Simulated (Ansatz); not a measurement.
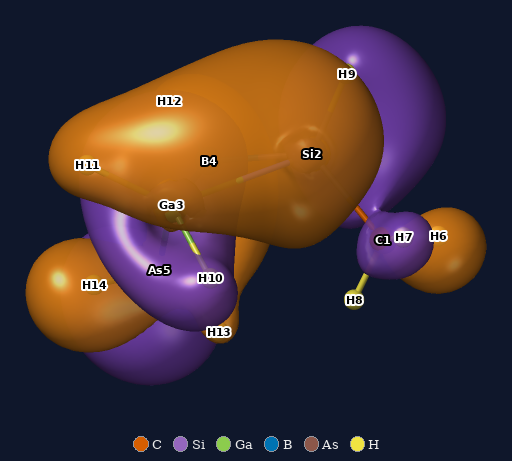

Figure 1: CH9AsBGaSi. The LUMO at ±0.05 Å⁻³ᐟ² (orange and purple are the two phases), seen across its widest extent.

Geometry: PBE0-D4/def2-TZVP.

Computed with RKS PBE0-D4/def2-TZVPP in Ansatz 0.2.0.

```yaml
atoms:
  - { symbol: C, position_ang: [-0.9541, 1.4406, 1.2739] }
  - { symbol: Si, position_ang: [-0.7344, -0.4059, 1.1265] }
  - { symbol: Ga, position_ang: [1.5640, -0.5572, -0.2985] }
  - { symbol: B, position_ang: [-0.4892, -1.3969, -0.4339] }
  - { symbol: As, position_ang: [-0.4482, -0.5445, -2.2994] }
  - { symbol: H, position_ang: [-1.9742, 1.6643, 1.5996] }
  - { symbol: H, position_ang: [-0.2677, 1.8620, 2.0112] }
  - { symbol: H, position_ang: [-0.7835, 1.9333, 0.3156] }
  - { symbol: H, position_ang: [-0.7399, -1.0519, 2.4675] }
  - { symbol: H, position_ang: [1.9577, 0.9582, -0.1795] }
  - { symbol: H, position_ang: [2.6029, -1.6765, -0.6341] }
  - { symbol: H, position_ang: [-0.3858, -2.5858, -0.4079] }
  - { symbol: H, position_ang: [-0.4183, 0.9346, -1.9420] }
  - { symbol: H, position_ang: [1.0706, -0.5741, -2.5989] }
```

**What is the character of this orbital?**

It lies mainly on Si2 (about 30 %), Ga3 (about 25 %), B4 (about 15 %) and As5 (about 15 %). Its energy is −1.70 eV.
